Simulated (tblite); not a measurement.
Molecular dynamics, with input and output: C3H7FOSi

C3H7FOSi, SMILES F[C@@H]1C[C@H]1O[SiH3], computed with GFN2-xTB Langevin dynamics, gas phase (tblite 0.8.0).

It belongs to a series of runs on one base structure; here: constitutional isomer.

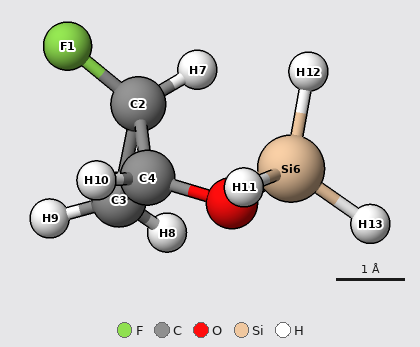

*The starting structure (ball-and-stick view, seen at a tilt; atoms are numbered from 1 in the order of the input).*

## The input
```
{"job": {"kind": "md", "xc": "GFN2-xTB", "basis": "xTB", "temperature": 200, "steps": 2000, "every": 50}, "charge": 0, "multiplicity": 1}
F     -1.811417     1.880590    -0.270550
C     -1.184457     0.724798    -0.635156
C     -1.760502    -0.573270    -0.158718
C     -0.474656    -0.058137     0.425236
O      0.693267    -0.704390     0.105658
Si     2.233969    -0.198667     0.249025
H     -0.762997     0.813045    -1.627972
H     -1.708493    -1.412876    -0.833244
H     -2.643409    -0.537362     0.459365
H     -0.504456     0.346664     1.432082
H      2.552842     0.090367     1.649323
H      2.474507     1.012567    -0.538404
H      2.891415    -1.382843    -0.274374
```

The first line tells a small driver script what to run in tblite; the rest is the geometry in Å.

Launched with:
```bash
OMP_NUM_THREADS=1 python <driver script> task.json out
```

## What the program printed
```
t/fs     T/K      E/eV
    0.0   166.7   -559.12281
   25.0    77.6   -558.94960
   50.0   139.8   -558.88418
   75.0   165.2   -558.83313
  100.0   348.1   -558.99347
  125.0   190.9   -558.65049
  150.0   233.4   -558.82540
  175.0   186.2   -558.72969
  200.0   194.3   -558.87773
  225.0   187.9   -558.81865
  250.0   268.3   -558.75541
  275.0   239.4   -558.74632
  300.0   267.3   -558.80121
  325.0   175.2   -558.78451
  350.0   172.4   -558.89887
  375.0   186.0   -558.86563
  400.0   178.4   -558.75079
  425.0   226.2   -558.76145
  450.0   166.6   -558.53063
  475.0   341.7   -558.81382
  500.0   173.7   -558.44428
  525.0   361.4   -558.69080
  550.0   332.5   -558.47711
  575.0   319.1   -558.56976
  600.0   241.8   -558.75987
  625.0   358.4   -558.78419
  650.0   302.5   -558.72479
  675.0   231.6   -558.59382
  700.0   334.5   -558.72241
  725.0   228.0   -558.57409
  750.0   295.4   -558.63634
  775.0   241.9   -558.52074
  800.0   345.3   -558.69603
  825.0   338.2   -558.78333
  850.0   292.8   -558.76101
  875.0   279.3   -558.67914
  900.0   287.2   -558.70360
  925.0   209.0   -558.53526
  950.0   228.5   -558.71810
  975.0   177.3   -558.68169
 1000.0   201.5   -558.64834
```

## Trajectory as extended XYZ (Å, eV, eV/Å), 16 of the 41 frames kept, from step=0 to step=40
```
13
Properties=species:S:1:pos:R:3:forces:R:3 step=0 time_fs=0.0 energy=-559.12281 temperature=166.7
F    -1.8114    1.8806   -0.2706    0.0078  -0.0041  -0.0035
C    -1.1845    0.7248   -0.6352    0.0001  -0.0035   0.0015
C    -1.7605   -0.5733   -0.1587   -0.0015   0.0018  -0.0005
C    -0.4747   -0.0581    0.4252   -0.0011   0.0036  -0.0012
O     0.6933   -0.7044    0.1057    0.0022  -0.0015   0.0025
Si    2.2340   -0.1987    0.2490   -0.0037   0.0064   0.0013
H    -0.7630    0.8130   -1.6280   -0.0015   0.0009   0.0092
H    -1.7085   -1.4129   -0.8332    0.0016   0.0056   0.0020
H    -2.6434   -0.5374    0.4594   -0.0008  -0.0010  -0.0027
H    -0.5045    0.3467    1.4321   -0.0047  -0.0044  -0.0017
H     2.5528    0.0904    1.6493    0.0000   0.0010  -0.0030
H     2.4745    1.0126   -0.5384   -0.0016  -0.0016  -0.0027
H     2.8914   -1.3828   -0.2744    0.0032  -0.0032  -0.0010
13
Properties=species:S:1:pos:R:3:forces:R:3 step=3 time_fs=75.0 energy=-558.83313 temperature=165.2
F    -1.8526    1.8678   -0.2628   -0.6823   0.7524   0.4451
C    -1.1793    0.7593   -0.5864    0.2130  -0.5099  -0.4573
C    -1.7218   -0.5788   -0.1595   -0.4339   0.8055   0.2912
C    -0.4623    0.0065    0.4639    0.0875  -0.9833   0.8674
O     0.6737   -0.6596    0.0749    0.6082  -0.3169  -0.1951
Si    2.2480   -0.2548    0.2152   -0.7587   1.5728   1.0825
H    -0.7642    0.9000   -1.5665    0.4248  -0.1376  -0.3114
H    -1.7225   -1.4373   -0.8074    0.5402   0.0697  -0.1631
H    -2.6755   -0.5018    0.3341    0.0259  -0.0128   0.5492
H    -0.3851    0.2921    1.5476   -0.5546   0.0419  -1.1449
H     2.4316    0.2135    1.6458    0.0342  -0.1612  -0.6490
H     2.5058    0.8867   -0.6728    0.1094  -0.1253   0.0216
H     2.9924   -1.4238   -0.0072    0.3864  -0.9953  -0.3361
13
Properties=species:S:1:pos:R:3:forces:R:3 step=5 time_fs=125.0 energy=-558.65049 temperature=190.9
F    -1.7715    1.8560   -0.0385    0.3368  -0.6259  -0.8494
C    -1.2135    0.7094   -0.6326    0.3544   0.9290   1.2134
C    -1.8261   -0.5833   -0.2364    0.0592  -0.5436   1.2000
C    -0.5002   -0.1576    0.4143   -0.3524  -0.2863  -2.7791
O     0.7333   -0.7224    0.1590   -0.4895  -0.5999  -0.2069
Si    2.2473   -0.1205    0.1245   -0.1894  -0.6247  -1.8291
H    -0.7298    0.9333   -1.6015   -0.6674  -0.2099   0.6570
H    -1.8014   -1.3464   -0.9818    0.0951  -0.3718  -0.2787
H    -2.7101   -0.7042    0.4586    1.0911   0.6293  -0.9861
H    -0.5578    0.2278    1.3647   -0.2906   0.7124   2.0802
H     2.4750    0.4980    1.3718    0.3560   0.6723   0.8865
H     2.2071    0.7943   -1.1029    0.3539  -0.4223   0.8362
H     3.1143   -1.3499   -0.0594   -0.6573   0.7413   0.0560
13
Properties=species:S:1:pos:R:3:forces:R:3 step=8 time_fs=200.0 energy=-558.87773 temperature=194.3
F    -1.8463    1.8632   -0.0982   -0.1529   0.3419   0.6407
C    -1.0771    0.8059   -0.4306    0.8948   0.5519  -2.0632
C    -1.6811   -0.5312   -0.3166   -0.8782  -0.1222   1.0761
C    -0.4926   -0.1409    0.5522   -0.1770  -0.3670  -0.0186
O     0.7049   -0.7850    0.2561   -1.0980   0.3908  -0.0014
Si    2.1780   -0.1700    0.0112   -0.3103   0.5178  -0.7076
H    -0.5555    1.0741   -1.3706    0.0798  -0.2145   0.6380
H    -1.4730   -1.2871   -1.0391   -0.1351  -0.1448  -0.3794
H    -2.7112   -0.4804    0.0907    0.8827  -0.5063  -0.0886
H    -0.6395    0.0636    1.6053    0.0180  -0.0295   0.0518
H     2.6299    0.3059    1.2576    0.5939   0.3809   1.1256
H     2.2572    0.9919   -0.8975   -0.1274  -0.2077  -0.0110
H     2.7709   -1.3483   -0.5122    0.4097  -0.5914  -0.2626
13
Properties=species:S:1:pos:R:3:forces:R:3 step=11 time_fs=275.0 energy=-558.74632 temperature=239.4
F    -1.8361    1.8487    0.0558    0.8392  -0.9729  -0.7323
C    -1.0620    0.7753   -0.4711   -1.1055   0.9183   0.3912
C    -1.6745   -0.5850   -0.3103   -0.5089   0.6903   0.4612
C    -0.4868   -0.1155    0.5558   -0.4731  -0.4789  -0.0763
O     0.6944   -0.7505    0.3000    0.4234   0.1621   0.1119
Si    2.1747   -0.1583   -0.0821   -1.4266   0.2385  -1.5168
H    -0.5079    1.0761   -1.3287    0.1163   0.2515  -0.4489
H    -1.6832   -1.3198   -1.1264    0.7463   0.4165   0.6254
H    -2.6623   -0.5395    0.1398    0.1739  -0.0996   0.2070
H    -0.6247    0.2755    1.5902   -0.0723  -0.8329  -0.6139
H     2.7926    0.3142    1.0695    0.8603   0.5378   1.4013
H     2.0394    0.9604   -1.0685    0.0904  -0.2549   0.3388
H     2.6983   -1.2886   -0.7724    0.3365  -0.5758  -0.1485
13
Properties=species:S:1:pos:R:3:forces:R:3 step=13 time_fs=325.0 energy=-558.78451 temperature=175.2
F    -1.6414    1.8438    0.1193   -0.8879   0.7829   0.0301
C    -1.1279    0.7495   -0.4730    0.4287  -0.0474   1.4170
C    -1.7410   -0.5764   -0.2340    0.1397  -0.4466   0.0956
C    -0.5059   -0.1950    0.5415   -0.0022  -0.4585  -1.4378
O     0.6916   -0.7620    0.1873   -0.4310  -0.8502   0.1420
Si    2.1063   -0.0965   -0.1069    1.8929   0.4815   0.8312
H    -0.6288    1.0459   -1.3768    0.2073  -0.2793  -0.2109
H    -1.6875   -1.3385   -0.9748    0.3157  -0.1920  -0.6653
H    -2.6317   -0.7015    0.3294   -0.6434   0.3740   0.4180
H    -0.6240   -0.1280    1.6035   -0.0305   0.6541   0.3107
H     2.5475    0.7854    1.0851   -0.2926  -0.6806  -0.8039
H     2.1715    0.7479   -1.2706   -0.1939   0.3751  -0.4198
H     2.9998   -1.2511   -0.3865   -0.5029   0.2871   0.2932
13
Properties=species:S:1:pos:R:3:forces:R:3 step=16 time_fs=400.0 energy=-558.75079 temperature=178.4
F    -1.7207    1.8465    0.1507   -0.8270   0.8740   0.1852
C    -1.1039    0.8108   -0.4249    0.4803  -1.0748   0.8336
C    -1.6705   -0.5623   -0.3184   -1.1402   0.8987   2.0401
C    -0.4999   -0.1759    0.5895   -0.0712  -0.4175  -3.6220
O     0.6847   -0.7712    0.2155   -0.1521   0.1385   0.5809
Si    2.1306   -0.1363   -0.1383    0.2697   1.0656   0.4604
H    -0.6868    1.0794   -1.3768    0.6143   0.1801   0.0305
H    -1.6076   -1.1993   -1.1427    0.5481  -0.7925  -0.8583
H    -2.6245   -0.6629    0.1975    0.0851   0.0494  -0.0837
H    -0.6795   -0.0539    1.6174   -0.0648   0.2778   0.9153
H     2.6008    0.7447    1.0380   -0.1952  -0.6836  -0.8244
H     2.1546    0.7623   -1.3387   -0.0598  -0.3535   0.4168
H     2.6674   -1.4502   -0.3604    0.5128  -0.1621  -0.0744
13
Properties=species:S:1:pos:R:3:forces:R:3 step=19 time_fs=475.0 energy=-558.81382 temperature=341.7
F    -1.8147    1.7078    0.3456   -0.4024   0.7545   0.0465
C    -1.1426    0.7618   -0.3325    0.5105   0.4362  -1.5344
C    -1.6757   -0.6222   -0.2670   -0.2546  -0.2919   0.4700
C    -0.4608   -0.2244    0.5224    0.3163  -0.2404  -0.3187
O     0.7415   -0.7643    0.1776    1.3079  -0.0367  -0.0770
Si    2.1458    0.0011   -0.2727   -0.5853   0.6928  -0.0124
H    -0.6564    1.1364   -1.2599   -0.5628  -0.1040   0.7242
H    -1.5027   -1.2554   -1.1111    0.0237  -0.1640  -0.2528
H    -2.5924   -0.8162    0.2691   -0.0124   0.0859  -0.0502
H    -0.5637    0.0409    1.5473   -0.0461  -0.3166   0.9303
H     2.5669    1.0118    0.7800   -0.4036  -0.3358  -0.6520
H     1.7621    0.6104   -1.6288    0.5456  -0.2869   0.8723
H     3.2596   -0.9447   -0.2789   -0.4367  -0.1932  -0.1458
13
Properties=species:S:1:pos:R:3:forces:R:3 step=21 time_fs=525.0 energy=-558.69080 temperature=361.4
F    -1.8283    1.7263    0.4196   -0.4567  -0.2293   0.3247
C    -1.2255    0.6879   -0.1955    1.0809   0.4652  -2.2289
C    -1.6975   -0.7456   -0.2264    0.7407  -0.0953  -0.8787
C    -0.4367   -0.3170    0.5378   -0.2951  -0.8200   0.8949
O     0.7859   -0.7418    0.0290    0.0081   0.4870   0.4978
Si    2.1635    0.1058   -0.3244   -0.8911   1.1328   0.2582
H    -0.7436    1.0758   -1.1473   -0.5762  -0.3490   1.0179
H    -1.3802   -1.3107   -1.1602   -0.9133   0.8391   1.1154
H    -2.6710   -1.0085    0.2042    0.8659  -0.0205   0.0231
H    -0.5194   -0.3227    1.6480    0.3096   0.0457  -0.7747
H     2.4599    1.2855    0.6065   -0.4030  -0.6212  -0.5630
H     1.9459    0.6451   -1.7012    0.2550  -0.2416   0.4544
H     3.2247   -0.8062   -0.0465    0.2750  -0.5930  -0.1412
13
Properties=species:S:1:pos:R:3:forces:R:3 step=24 time_fs=600.0 energy=-558.75987 temperature=241.8
F    -1.9968    1.5897    0.4507    0.2014  -0.8248  -0.5229
C    -1.3140    0.6068   -0.2628    0.8732   0.6976   1.5634
C    -1.5852   -0.8281   -0.1246   -0.0990  -0.4091   0.4524
C    -0.3174   -0.2315    0.5515   -1.2918  -1.1222  -2.8689
O     0.8815   -0.6667    0.0075   -1.3554  -0.1089   0.4204
Si    2.1652    0.1946   -0.3537    1.6252   0.9676  -0.4186
H    -1.0192    0.9632   -1.2128    0.2747   0.5396  -0.7143
H    -1.5634   -1.4228   -1.0534    0.3645   0.3555   0.7475
H    -2.3784   -1.1231    0.5393   -0.1224  -0.1051   0.1268
H    -0.3098   -0.1801    1.5966   -0.1402   0.2449   1.1683
H     2.8961    0.5675    0.9403   -0.4622  -0.0690  -0.9359
H     1.7760    1.3540   -1.2451    0.2637  -0.3912   0.6325
H     2.8869   -0.7833   -1.1963   -0.1318   0.2251   0.3493
13
Properties=species:S:1:pos:R:3:forces:R:3 step=27 time_fs=675.0 energy=-558.59382 temperature=231.6
F    -2.1200    1.4216    0.5859   -0.5162   0.6467   0.8554
C    -1.3923    0.5975   -0.1605    1.0580  -2.4328   2.2273
C    -1.5241   -0.8924    0.0196   -0.9793   0.0482  -0.4639
C    -0.2661   -0.2150    0.4584    0.5011  -1.3125  -0.1311
O     0.8776   -0.6382   -0.2518   -0.2837   1.4033  -0.0447
Si    2.2283    0.3034   -0.3874    0.1499   0.0908   0.2505
H    -1.1980    0.9779   -1.0639    0.5060   1.3756  -3.3310
H    -1.6058   -1.5237   -0.8748    0.5193   0.4196   0.4036
H    -2.2425   -1.1997    0.7521   -0.0955  -0.0979   0.4429
H    -0.0186   -0.1828    1.5159   -0.4517   0.2826  -0.0107
H     3.0128    0.0909    0.9404   -0.5333   0.3408  -1.1087
H     1.8051    1.7605   -0.6269    0.3737  -0.9552   0.2792
H     2.8631   -0.2635   -1.6123   -0.2483   0.1907   0.6313
13
Properties=species:S:1:pos:R:3:forces:R:3 step=29 time_fs=725.0 energy=-558.57409 temperature=228.0
F    -1.9662    1.3937    0.7080    0.2078  -0.4893  -0.5125
C    -1.3843    0.4668   -0.1361   -1.0095   0.0972  -1.6382
C    -1.6356   -1.0277    0.0868    0.1626   1.3104   0.7562
C    -0.2955   -0.4117    0.3737    0.7004   1.3692   0.6563
O     0.8212   -0.4739   -0.4223    0.6540  -0.1331  -0.0184
Si    2.2299    0.4305   -0.3759   -1.6585  -1.1937   0.1176
H    -1.3813    0.8361   -1.2572    0.0620  -0.5583   2.3402
H    -1.8630   -1.6356   -0.7348    0.2494  -0.5177  -1.1737
H    -2.2473   -1.3309    0.9221    0.1739   0.2130   0.3473
H    -0.0285   -0.1827    1.4343   -0.3943  -0.5632  -0.6086
H     2.8474    0.2121    0.8903    0.3833  -0.0405   0.6151
H     2.0892    1.7946   -0.7110   -0.3022   1.2769   0.0940
H     2.7044   -0.1469   -1.5609    0.7710  -0.7708  -0.9751
13
Properties=species:S:1:pos:R:3:forces:R:3 step=32 time_fs=800.0 energy=-558.69603 temperature=345.3
F    -1.9441    1.2824    0.8868   -0.0021  -0.0966  -0.3029
C    -1.3608    0.4784   -0.0606   -0.1627  -0.2210  -0.6029
C    -1.5478   -1.0260    0.1257    0.2845   0.4120  -0.5837
C    -0.2124   -0.3616    0.4206   -0.9852  -0.5894  -3.8850
O     0.8776   -0.5553   -0.4286   -0.5922   0.0276   0.0660
Si    2.0907    0.5163   -0.5553    0.9406  -1.3195  -1.3138
H    -1.3723    0.9915   -1.0716    0.0795  -0.7970   1.2889
H    -1.7104   -1.7308   -0.7061    0.3444   0.8265   0.3005
H    -2.1150   -1.3178    0.9895   -0.0827   0.0228   0.2494
H     0.0709   -0.3130    1.3763    0.8319   0.3540   3.5306
H     3.0241    0.3541    0.5052    0.4225   0.0529   0.9460
H     1.6256    1.8404   -0.6774   -0.4101   1.0762  -0.0951
H     2.8649   -0.0059   -1.7357   -0.6684   0.2516   0.4020
13
Properties=species:S:1:pos:R:3:forces:R:3 step=35 time_fs=875.0 energy=-558.67914 temperature=279.3
F    -2.0090    1.2717    1.0163   -0.1223   0.0209  -0.5720
C    -1.4172    0.4890    0.0510   -0.7031   0.2603   0.4414
C    -1.4361   -0.9827    0.3466    0.4640   0.3776   0.3333
C    -0.1784   -0.1315    0.4785    1.7063  -1.6658   1.4635
O     0.7650   -0.4842   -0.4638    0.5489   0.9262  -0.1653
Si    2.1339    0.3716   -0.7993   -0.4952  -1.8280   0.0583
H    -1.5178    0.8503   -0.9447   -0.2413   0.4688  -0.4498
H    -1.4202   -1.7352   -0.4456   -0.2548   0.5142   0.3973
H    -1.9240   -1.1962    1.2786   -0.1732  -0.4536  -0.0028
H     0.2935    0.0477    1.5144   -0.9815  -0.0639  -1.4951
H     3.0530    0.3043    0.2755    0.7435  -0.1261   1.1008
H     1.9394    1.7464   -0.9181   -0.4579   1.5826  -0.5570
H     2.6598   -0.5338   -1.7817   -0.0336  -0.0134  -0.5526
13
Properties=species:S:1:pos:R:3:forces:R:3 step=37 time_fs=925.0 energy=-558.53526 temperature=209.0
F    -2.0219    1.4216    0.8877    0.3624  -0.6154  -0.3029
C    -1.4484    0.4572    0.0872    0.9400  -0.2620  -0.3298
C    -1.4808   -0.9984    0.4744    1.0772   0.5167  -2.9824
C    -0.1485   -0.2948    0.5123   -1.8006   1.0201  -2.1666
O     0.7692   -0.4243   -0.5264   -1.1385  -0.4139   0.8058
Si    2.1568    0.3410   -0.7642    2.0988  -0.4114   0.2591
H    -1.4619    0.7426   -0.9809   -0.2838  -0.0851   0.7552
H    -1.5854   -1.6653   -0.4036   -0.1751   0.2562   0.8544
H    -1.9806   -1.2233    1.3426   -0.7176  -0.6885   1.6495
H     0.2243    0.0266    1.4145    0.9713   0.3323   1.8623
H     3.1008    0.0218    0.4269   -0.7546   0.6238  -0.5754
H     2.1797    1.8317   -1.0751   -0.2296  -1.0370   0.2021
H     2.6900   -0.6897   -1.7101   -0.3501   0.7643  -0.0314
13
Properties=species:S:1:pos:R:3:forces:R:3 step=40 time_fs=1000.0 energy=-558.64834 temperature=201.5
F    -2.0041    1.4327    0.9234    0.6468  -0.6034  -0.5967
C    -1.4626    0.4847    0.0429   -0.9104  -0.8194   0.5980
C    -1.4263   -0.9476    0.6404    0.8947   1.0268  -2.0095
C    -0.1393   -0.1753    0.4283   -1.4880   1.1059   0.0786
O     0.7458   -0.4568   -0.5503   -0.5159  -1.0344  -0.3418
Si    2.1607    0.2392   -0.8009    1.2359   1.9528   0.6697
H    -1.9041    0.6804   -0.9531    0.7764  -0.2376   0.5948
H    -1.5506   -1.7642   -0.0838   -0.2569   0.4087   0.6343
H    -1.8304   -1.0040    1.6140   -0.1214  -0.4220   0.6301
H     0.3165    0.3207    1.2575    0.1126   0.0431   0.7464
H     3.1385    0.1121    0.4039   -0.7126  -0.2000  -0.9867
H     1.9471    1.7887   -0.8024    0.1958  -1.1342  -0.1466
H     2.4335   -0.3053   -2.1156    0.1429  -0.0864   0.1295
```

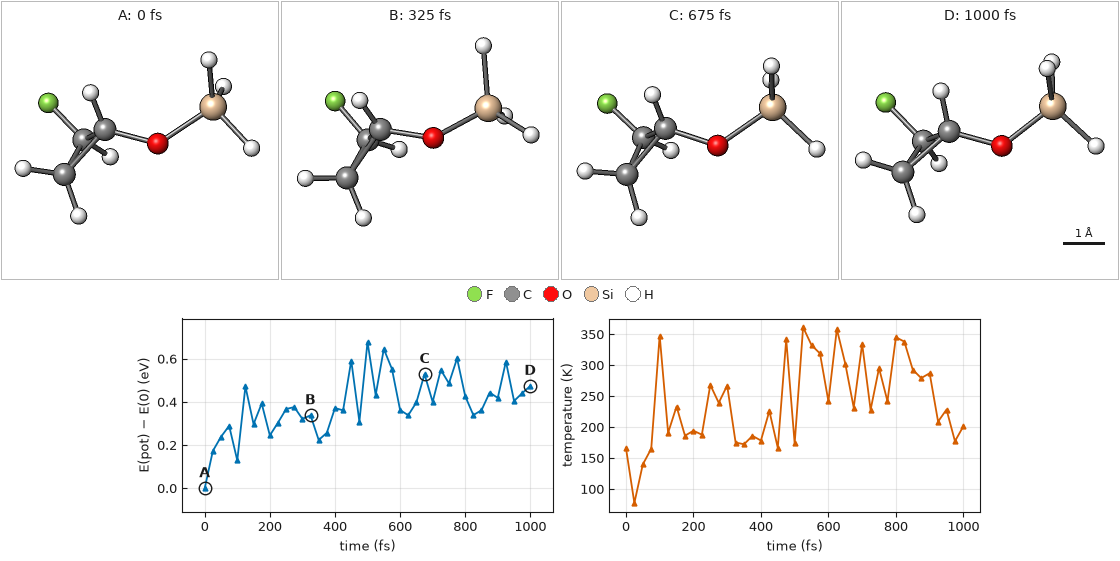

*Frames of the molecular dynamics (ball-and-stick, seen at a tilt) above the curves, on which the letters mark them.*

The trajectory kept here has 41 frames over 1000 fs. The temperature starts at 167 K, ranges from 78 to 361 K and averages 275 K over the second half. The potential energy ends 0.474 eV above its first value. After an unweighted best fit of the last frame on the first, the root-mean-square displacement is 0.31 Å, and H12 has moved furthest (0.58 Å).

## Summary

```csv
quantity,value
outcome,finished
mean temperature over the second half,275 K
trajectory,"41 frames kept, 1000 fs"
hardware,"1 CPU thread, shared host"
wall time,27 s
peak memory,0.19 GiB
```
